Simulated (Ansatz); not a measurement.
Crystal: Si₂W, coordinates from a relaxation with Ansatz, DFT PBEsol, scalar-relativistic, plane waves, PAW.

Space group I4/mmm (No. 139). a = 3.203 Å, b = 3.203 Å, c = 7.813 Å, α = 90.00°, β = 90.00°, γ = 90.00°
```csv
atom,site,symmetry,x,y,z
Si,4e,4mm,0.0000,0.0000,0.3347
W,2a,4/mmm,0.0000,0.0000,0.0000
```

Question: What does its first Brillouin zone look like, and which path through it is standard?

Answer: It has a body-centred tetragonal lattice (tI; extended symbol tI2). The zone is a truncated octahedron in its combinatorial type: 14 faces (6 with 4 edges, 8 with 6 edges), 36 edges, 24 vertices. Path: Γ–X–P–N–Γ–M–S | S₀–Γ | X–R | G–M.

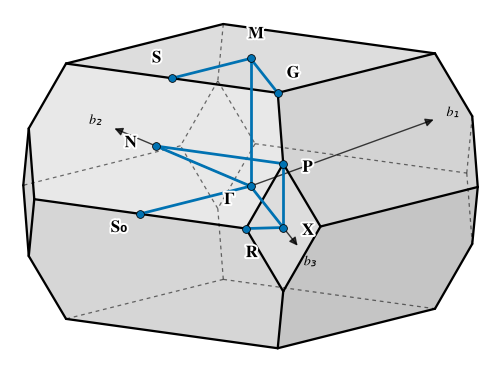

Labels and path follow the convention of Hinuma et al. (2017), as computed by seekpath; the arrows show the directions of the reciprocal primitive vectors b₁, b₂, b₃, in which coordinates are given; lengths include the factor 2π.

```csv
point,k₁,k₂,k₃,length of k (1/Å)
Γ,0,0,0,0.000
M,1/2,1/2,−1/2,0.804
X,0,0,1/2,1.387
P,1/4,1/4,1/4,1.444
N,0,1/2,0,1.060
S₀,−0.292,0.292,0.292,1.146
S,0.292,0.708,−0.292,1.146
R,−0.084,0.084,1/2,1.406
G,1/2,1/2,−0.084,1.406
```
